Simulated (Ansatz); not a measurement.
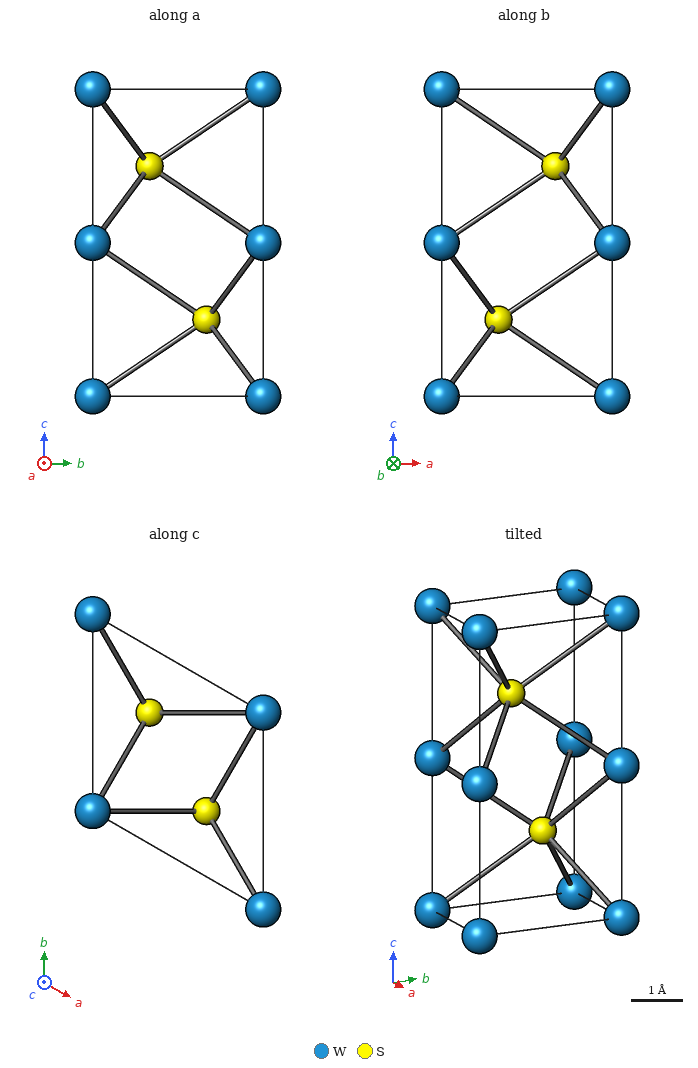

Crystal structure, ball-and-stick style, seen along the a axis, along the b axis, along the c axis and slightly off an axis. The lines enclose the conventional unit cell; boundary atoms appear with their images.

Lattice parameters: a = 3.8619 Å, b = 3.8619 Å, c = 6.0226 Å, α = 90.000°, β = 90.000°, γ = 120.000°.

### Give the structure in the form of a CIF in P1 with every atom of the cell.

```cif
data_structure
_symmetry_space_group_name_H-M 'P 1'
_symmetry_Int_Tables_number 1
_cell_length_a 3.8619
_cell_length_b 3.8619
_cell_length_c 6.0226
_cell_angle_alpha 90.000
_cell_angle_beta 90.000
_cell_angle_gamma 120.000
_cell_volume 77.79
loop_
_atom_site_label
_atom_site_type_symbol
_atom_site_fract_x
_atom_site_fract_y
_atom_site_fract_z
_atom_site_occupancy
W1 W 0.0000 0.0000 0.0000 1
W2 W 0.0000 0.0000 0.5000 1
S1 S 0.3333 0.6667 0.2500 1
S2 S 0.6667 0.3333 0.7500 1
```

The initial geometry was a structure type filled with these elements by a generator (whether the compound takes this form wasn't checked). The geometry comes from a coarse first relaxation with DFT r2SCAN+U, scalar-relativistic, plane waves, PAW (Ansatz).
